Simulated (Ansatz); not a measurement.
# Single-point calculation of C$_{2}$H$_{6}$InNO (charge +1)

- system: C$_{2}$H$_{6}$InNO, charge +1, multiplicity 2
- method: UKS B97/ANO-RCC-VTZP (Ansatz 0.2.0)

The geometry comes from this level: PBE0-D4/def2-TZVP.

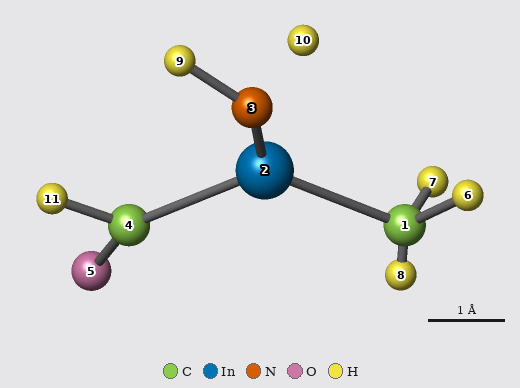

**Figure 1.** The input geometry (ball-and-stick view, seen at a tilt; atoms are numbered from 1 in the order of the input). Sticks mark near contacts.

Input
```yaml
crystal:
  periodic: [false, false, false]
  atoms:
    - {symbol: C, position_ang: [-0.666968, 1.189352, 1.451471]}
    - {symbol: Xx, position_ang: [0.462256, 0.063230, -0.141719]}
    - {symbol: N, position_ang: [1.830481, -0.461477, -0.158050]}
    - {symbol: C, position_ang: [-1.005090, -0.288147, -1.895359]}
    - {symbol: O, position_ang: [-2.147378, -0.177792, -2.439626]}
    - {symbol: H, position_ang: [0.278060, 1.362333, 2.252412]}
    - {symbol: H, position_ang: [-1.155201, 0.654299, 2.100925]}
    - {symbol: H, position_ang: [-1.084626, 1.697453, 1.197340]}
    - {symbol: H, position_ang: [2.392815, -1.284212, -0.879974]}
    - {symbol: H, position_ang: [2.838336, -0.809053, 0.686463]}
    - {symbol: H, position_ang: [-0.533144, -0.898091, -2.768515]}
basis:
  gaussian: {orbitals: ANO-RCC-VTZP}
total_charge: 1
magnetization: {spin_polarized: true, initial_magnetization: 1}
hamiltonian: {xc: {name: B97}}
accuracy: high
```

Command:
```bash
ansatz run in.yaml --threads 4 --pin off --events-out ev --progress --plain --max-ram 10444MiB
```

Output
```
Error: YAML parse error: error: line 5 column 16: `Xx` is not an element symbol (H … Og, case-exact)
 --> <input>:5:16
  |
3 |   atoms:
4 |     - {symbol: C, position_ang: [-0.666968, 1.189352, 1.451471]}
5 |     - {symbol: Xx, position_ang: [0.462256, 0.063230, -0.141719]}
  |                ^ `Xx` is not an element symbol (H … Og, case-exact)
6 |     - {symbol: N, position_ang: [1.830481, -0.461477, -0.158050]}
7 |     - {symbol: C, position_ang: [-1.005090, -0.288147, -1.895359]}
  |
```

What the run reported

| quantity | value |
| --- | --- |
| outcome | refused by the program |
| hardware | 4 threads of Arm Neoverse V1, 23 GiB of memory available, shared host |

Diagnosis

A setting was made wrong on purpose: the basis or potentials don't cover an element or don't fit the Hamiltonian. The program refused the input: “YAML parse error: error: line 5 column 16: `Xx` is not an element symbol (H … Og, case-exact) --> <input>:5:16 | 3 | atoms: 4 | - {symbol: C, position_ang: [-0.666968, 1.189352, 1.451471]} 5 | - {symbol: Xx, position_ang: [0.462256, 0.063230, -0.141719]} | ^ `Xx` is not an element symbol (H … Og, case-exact) 6 | - …”
